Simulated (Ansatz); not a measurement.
The starting structures come from a database of crystals and need not be the phases stable at ambient conditions.

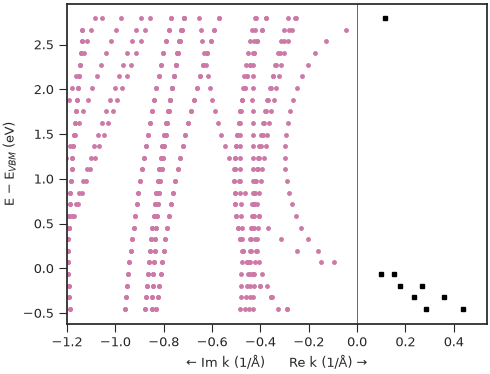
Figure: Complex bands at the centre of the two-dimensional zone; r2SCAN (Ansatz, a quantum-chemistry and plane-wave program)

The gap is the functional's own, uncorrected, and κ follows it; spin-orbit coupling is left out. Mid-gap means the computed energy nearest the middle.

**Question.** This is Li5NCl2 (R-3m, 8 atoms a cell, 13.4 Å³ an atom) along the normal of (110). Read off the slowest decay at the centre of the two-dimensional zone at 1.24 eV, the computed energy nearest the middle of the gap.

**Answer.** κ ≈ 0.30 1/Å, a decay length 1/(2κ) of the density of 1.7 Å.
